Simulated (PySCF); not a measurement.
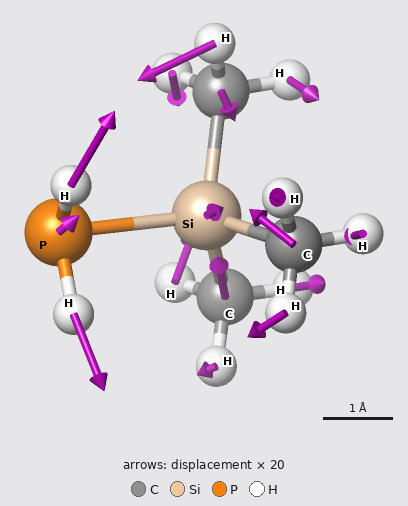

This is a relaxation of C3H11PSi. The starting structure is drawn; purple arrows show the displacements, magnified 20 times. The two geometries are superimposed by the best rigid fit.

Style: ball-and-stick. Shown from a free direction.

The start comes from GFN2-xTB. Its atoms were then displaced at random by about 0.01 Å.

Computed with PBE0-D3(BJ)/def2-SVP geometry optimisation, gas phase in PySCF. 

> What happened in the run?

The energy falls by 24.4 kJ/mol in 9 geometry steps. An H atom moves most after the best rigid fit: 0.070 Å. By element the largest moves are H 0.070 Å, C 0.054 Å, P 0.021 Å, Si 0.019 Å. Some distances before and after: H–P 1.363 → 1.431 Å, C–Si 1.944 → 1.882 Å, C–H 1.059 → 1.101 Å, H–P 1.389 → 1.430 Å. Bond angles that change, for instance: Si–C–H 107.7° → 111.3°, H–C–H 110.6° → 108.1°, H–C–H 110.2° → 107.9°. Cost: 55 s on 1 thread of Arm Neoverse V2, with other jobs on the host.
